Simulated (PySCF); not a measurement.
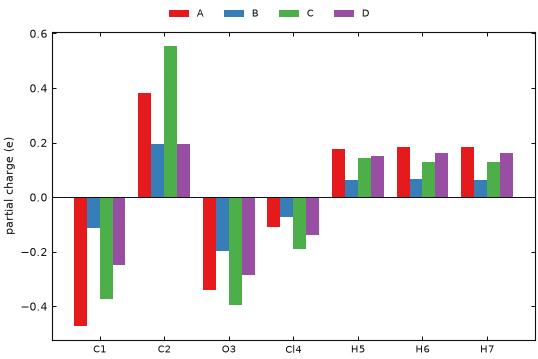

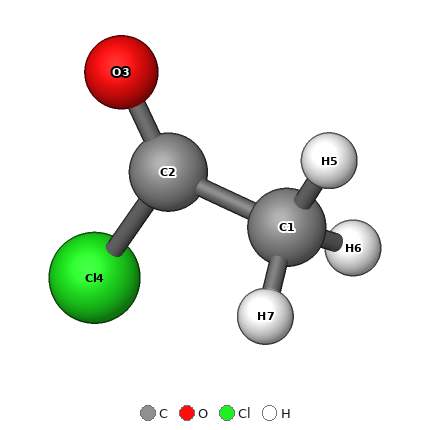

Atomic charges of C₂H₃ClO (acetyl chloride), SMILES CC(=O)Cl by 4 schemes, PBE0/pcSseg-1 in PySCF, at a GFN2-xTB geometry (no frequency check).

> The schemes are ESP fit, Hirshfeld, IAO and Mulliken. Which series is which?

A: IAO (C1 −0.47 e); B: Hirshfeld (C1 −0.11 e); C: ESP fit (C1 −0.37 e); D: Mulliken (C1 −0.25 e).

Known limits of this run: the tight-binding geometry is rougher than a DFT one and adds to the error.
